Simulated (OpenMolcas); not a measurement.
# One shape, several levels: doublet Si2H6O−

We compute a comparison of 6 runs (UHF/def2-SVPD, UB3LYP/6-31G*, U-revPBE/def2-SVPD, UBHLYP/def2-SVPD, ROMP2/def2-SVPD) of doublet Si2H6O−. 

The calculation is run with OpenMolcas 26.06.

### Step 1. The molecule

Si2H6O−: 9 atoms, total charge -1, spin state doublet. SMILES of the parent species: `O[SiH2][SiH3]`. Geometry: relaxed at PBE0-D4/def2-TZVP. This is one conformer, not always the lowest. That shape belongs to the parent species and isn't relaxed for this state.

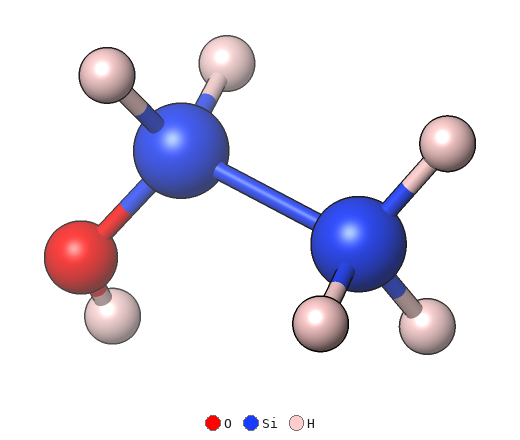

The structure, seen from a chosen angle (oxygen red, silicon blue, hydrogen pink).

### Step 2. The energy at UHF/def2-SVPD (run 1)

The input, test.inp:

```
* H6OSi2 Hartree-Fock
&GATEWAY
BasLib
$CurrDir
Coord
9
angstrom
O       -1.609000       1.039900      -0.762000
Si       0.004800       0.933100      -0.415900
Si       0.544200      -1.038400       0.738600
H       -1.996600       0.341400      -1.290800
H        0.830600       0.994500      -1.657800
H        0.311400       2.125200       0.413000
H        2.012900      -1.104800       0.974500
H        0.146200      -2.228200      -0.066200
H       -0.156000      -1.109100       2.049500
Basis
def2-SVPD
Group
NoSym
&SEWARD
&SCF
UHF
Charge
-1
Spin
2
Thresholds
1e-10 1e-07 1e-07 1e-05
PrOrbitals
1
```

The basis set def2-SVPD is read from a file made from the Basis Set Exchange's data (not shown).

On the command line:

```
$ export MOLCAS_MEM=1860
$ pymolcas test.inp > test.log
```

Output:

```text
--- Start Module: gateway ---
[...]
--- Stop Module: gateway /rc=_RC_ALL_IS_WELL_ ---
--- Start Module: seward ---
[...]
      Basis functions          119
--- Stop Module: seward /rc=_RC_ALL_IS_WELL_ ---
[...]
--- Start Module: scf ---
[...]
       Convergence after  24 Iterations
[...]
::    Total SCF energy                               -655.9485163059
[...]
      Total spin, S                                     0.5013571409
[...]
      Dipole Moment (debye):
      Origin of the operator (angstrom)=   -0.1182    0.1628   -0.0351
                   X=  4.5490E+00               Y= -5.2832E-01               Z=  3.1390E+00           Total=  5.5521E+00
      Center of Charge (angstrom)
[...]
--- Stop Module: scf /rc=_RC_ALL_IS_WELL_ ---
[...]
```

It took 46 s on 1 thread of AMD EPYC 7R43 (Zen 3), shared host; peak memory 0.74 GiB.

### Step 3. The energy at UB3LYP/6-31G(d) (spherical functions) (run 2)

The input, geom.xyz:

```xyz
9

O     -1.609000     1.039900    -0.762000
Si     0.004800     0.933100    -0.415900
Si     0.544200    -1.038400     0.738600
H     -1.996600     0.341400    -1.290800
H      0.830600     0.994500    -1.657800
H      0.311400     2.125200     0.413000
H      2.012900    -1.104800     0.974500
H      0.146200    -2.228200    -0.066200
H     -0.156000    -1.109100     2.049500
```

The input, run.inp:

```
&GATEWAY
  BasLib=$CurrDir
  Coord=geom.xyz
  Basis=6-31Gs
  Group=NoSym

&SEWARD
  GridInput
  Grid=UltraFine
  End of Grid

&SCF
  UHF
  Charge=-1
  Spin=2
  KSDFT=B3LYP
  Thresholds=1e-10 1e-07 1e-07 1e-05
  PrOrbitals=1 1
```

The basis set 6-31G* is read from a file made from the Basis Set Exchange's data (not shown).

On the command line:

```
$ export MOLCAS_MEM=1860
$ pymolcas run.inp > run.log
```

Output:

```text
--- Start Module: gateway ---
[...]
--- Stop Module: gateway /rc=_RC_ALL_IS_WELL_ ---
--- Start Module: seward ---
[...]
      Basis functions           62
--- Stop Module: seward /rc=_RC_ALL_IS_WELL_ ---
[...]
--- Start Module: scf ---
[...]
       Convergence after  20 Iterations
[...]
::    Total KS-DFT energy                            -657.7737337549
[...]
      Total spin, S                                     0.5006809924
[...]
      Total electronic charge=   43.000000
      Total            charge=   -1.000000
[...]
      Dipole Moment (debye):
      Origin of the operator (angstrom)=   -0.1182    0.1628   -0.0351
                   X= -3.8946E-01               Y= -1.0416E+00               Z= -2.9554E-01           Total=  1.1506E+00
      Center of Charge (angstrom)
[...]
--- Stop Module: scf /rc=_RC_ALL_IS_WELL_ ---
[...]
```

Wall time 44 s (1 thread of AMD EPYC 7R43 (Zen 3), shared host); peak memory 0.39 GiB.

Runs 3 to 5 aren't shown in full; the table further down has their settings and results.

### Step 4. The energy at ROMP2/def2-SVPD (run 6)

geom.xyz is that of step 3.

The input, job.inp:

```
* H6OSi2 ROMP2
&GATEWAY
BasLib
$CurrDir
Coord
geom.xyz
Basis
def2-SVPD
Group
NoSym
&SEWARD
&SCF
UHF
Charge
-1
Spin
2
Thresholds
1e-10 1e-07 1e-07 1e-05
PrOrbitals
1 1
&RASSCF
FileOrb
$Project.UnaOrb
Spin
2
Nactel
1 0 0
Inactive
21
Ras2
1
OutOrbitals
Canonical
OrbListing
Few
&CASPT2
IPEA
0.0
Frozen
11
```

The basis set def2-SVPD is read from a file made from the Basis Set Exchange's data (not shown).

On the command line:

```
$ export MOLCAS_MEM=1860
$ pymolcas job.inp > job.log
```

Output:

```text
--- Start Module: gateway ---
[...]
--- Stop Module: gateway /rc=_RC_ALL_IS_WELL_ ---
[...]
      Basis functions          119
[...]
       Convergence after  24 Iterations
[...]
::    Total SCF energy                               -655.9485163059
[...]
      Total spin, S                                     0.5013571409
[...]
--- Start Module: rasscf ---
[...]
      Number of active orbitals                  1
[...]
      Spin quantum number                      0.5
[...]
      Active orbitals                            1
[...]
      Number of CSFs                             1
[...]
      Number of root(s) required                 1
[...]
      Convergence after 16 iterations
[...]
      printout of CI-coefficients larger than  0.05 for root  1
      energy=    -655.947872
      conf/sym  1     Coeff  Weight
             1  u   1.00000 1.00000
      Natural orbitals and occupation numbers for root  1
      sym 1:   1.000000
      ************************************************************************************************************************
      *                                                    Final results                                                     *
[...]
::    RASSCF root number  1 Total energy:   -655.94787239
[...]
      Total electronic charge=   43.000000
      Total            charge=   -1.000000
[...]
      Dipole Moment (debye):
      Origin of the operator (angstrom)=   -0.1182    0.1628   -0.0351
                   X=  4.6718E+00               Y= -4.7997E-01               Z=  3.2085E+00           Total=  5.6878E+00
      Center of Charge (angstrom)
[...]
--- Stop Module: rasscf /rc=_RC_ALL_IS_WELL_ ---
[...]
--- Start Module: caspt2 ---
[...]
 ###    WARNING: User changed nr of frozen orbitals.                         ###
 ###############################################################################
[...]
      E2 (Variational):          -0.4373168900
      Total energy:            -656.3851892820
[...]
      Reference weight:           0.85454
[...]
::    CASPT2 Root  1     Total energy:   -656.38518928
[...]
--- Stop Module: caspt2 /rc=_RC_ALL_IS_WELL_ ---
[...]
```

Run time: 76 s. Hardware: 1 thread of AMD EPYC 7R43 (Zen 3), shared host; peak memory 0.75 GiB.

### Step 5. All runs side by side

| run | level | integration grid | Cartesian functions | energy (Eh) | HOMO energy (eV) | LUMO energy (eV) | ⟨S²⟩ | wall time |
| --- | --- | --- | --- | --- | --- | --- | --- | --- |
| 1 | UHF/def2-SVPD | – | no | -655.948516 | 1.63 | 5.67 | 0.753 | 46 s |
| 2 | UB3LYP/6-31G* (spherical functions) | UltraFine | no | -657.773734 | 3.62 | 5.32 | 0.751 | 44 s |
| 3 | UB3LYP/6-31G* (Cartesian functions) | UltraFine | yes | -657.779696 | 3.59 | 5.29 | 0.751 | 46 s |
| 4 | U-revPBE/def2-SVPD | UltraFine | no | -657.426626 | 2.92 | 3.53 | 0.751 | 2.4 min |
| 5 | UBHLYP/def2-SVPD | UltraFine | no | -657.523272 | 2.18 | 4.55 | 0.752 | 2.3 min |
| 6 | ROMP2/def2-SVPD | – | no | -656.385189 | – | – | – | 76 s |

### Step 6. Summary of results

| quantity | value |
| --- | --- |
| run 6: total energy | -656.38519 Eh |

In words: Totals of different functionals can't be ranked against each other. In runs 1, 2, 3, 4, 5 the HOMO lies above zero, so the outermost electron may be held by the basis alone. All runs together took 8.2 min, the longest 2.4 min.
